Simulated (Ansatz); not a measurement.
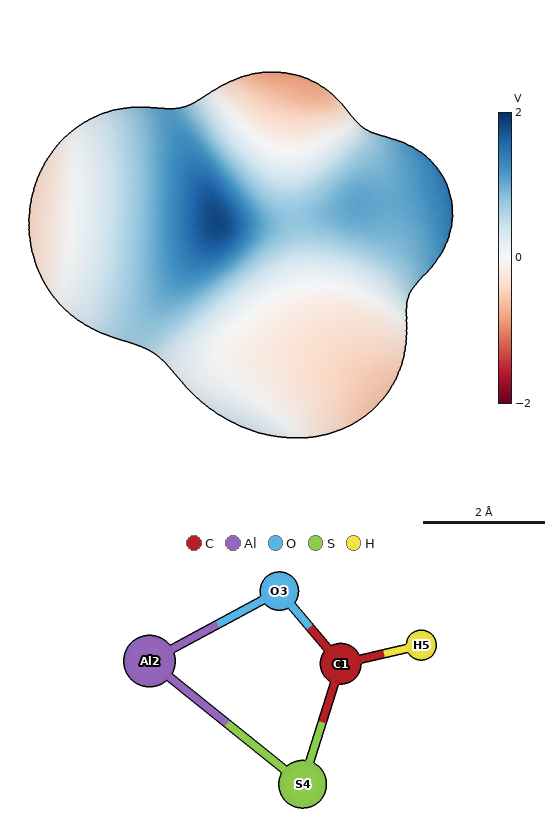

*CHAlOS. The molecular electrostatic potential painted on the density surface at 0.002 e/bohr³, seen across its widest extent; red is negative and blue positive. The bare structure is drawn below in the same view.*

Geometry: r2SCAN-D4/def2-SVP.

All numbers below come from isolated molecule in a Gaussian basis; Kohn-Sham density functional theory, functional PBE0 (Ansatz 0.2.0).

Input file:

```
crystal:
  periodic: [false, false, false]
  atoms:
    - symbol: C
      position_ang: [1.051477, -0.234149, -1.633705]
    - symbol: Al
      position_ang: [-0.176676, -1.963608, -3.072422]
    - symbol: O
      position_ang: [-0.102895, -0.753728, -1.512347]
    - symbol: S
      position_ang: [2.090666, -0.641880, -2.898600]
    - symbol: H
      position_ang: [1.358491, 0.508198, -0.869185]
basis:
  gaussian: {orbitals: def2-TZVPD}
total_charge: 0
magnetization: {spin_polarized: false, initial_magnetization: 0}
hamiltonian: {xc: {name: PBE0}}
output: {forces: true, orbitals: {seedname: orbitals}}
```

Command:

```sh
ansatz run input.yaml --threads 1 --pin off --max-ram 2610MiB --events-out events.jsonl --progress --plain --runs-dir runs
```

### Which sites attract a positive test charge, and which a negative one?

A positive charge is drawn to the negative regions and a negative charge to the positive ones. The most negative region (about −0.8 V, or −18 kcal/mol for a unit charge) lies over O3, the most positive (about +1.8 V, or +42 kcal/mol for a unit charge) over Al2.

### What dipole moment does the calculation give?

Its dipole moment is 0.88 D.
